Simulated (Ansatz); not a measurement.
Abstraction of F: C2H5FSn + C2H2F → C2H5Sn + C2H2F2

Species: C2H5FSn `C=[CH][SnH2][F]`, singlet; C2H2F `C=[C]F`, doublet; C2H5Sn `C=[CH][SnH2]`, doublet; C2H2F2 (vinylidene fluoride) `C=C(F)F`, singlet. A radical takes F: the energy is the difference in strength between the Sn–F bond broken and the C–F bond made.

Shapes, held fixed at every level: PBE0-D4/def2-TZVP. Flexible molecules stand in one conformer, not always the lowest. Programs: Ansatz 0.2.0. The zero-point and thermal change to 298 K, harmonic and unscaled (PBE0-D4/def2-TZVP), is +4.0 kJ/mol.

```csv
level,kind,ΔH(298 K) (kJ/mol),CPU time (sum over the molecules)
HF/def2-SVP,Hartree–Fock,-34.3,–
HF/def2-TZVPP,Hartree–Fock,-15.7,–
PBE-D4/def2-TZVPP,GGA,-54.4,20 s
r2SCAN-D4/def2-TZVPP,meta-GGA,-43.9,28 s
PBE0-D4/def2-TZVPP,global hybrid,-55.3,18 s
r2SCAN0-D4/def2-TZVPP,global hybrid,-47.0,31 s
wB97X-V/def2-TZVPP,range-separated hybrid,-41.8,42 s
B2PLYP/def2-TZVPP,double hybrid,-42.8,30 s
```

B2PLYP/def2-TZVPP gives ΔH(298 K) = -42.8 kJ/mol; the levels span -55.3 to -15.7. The median of the levels is -43.4. No measured value is set beside it here. Spin contamination: C2H2F (⟨S²⟩ up to 0.93), C2H5Sn (⟨S²⟩ up to 0.83). Open shells run unrestricted unless RO is named. For atoms past krypton def2 sets carry core potentials with scalar relativity. Correlated rows may include outer-core shells of Sn, which these sets cover unevenly. Times are processor times on shared x86 and Arm servers, and rough.

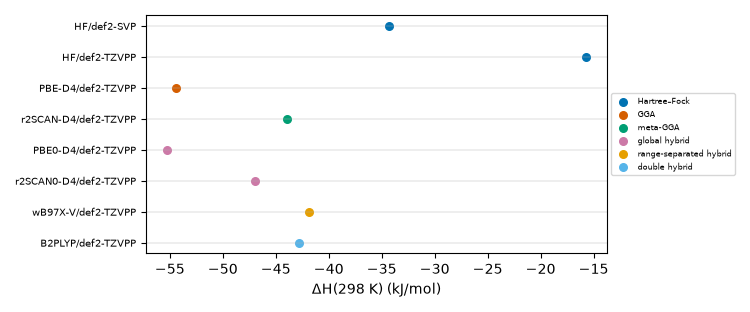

The values of the table, level by level.
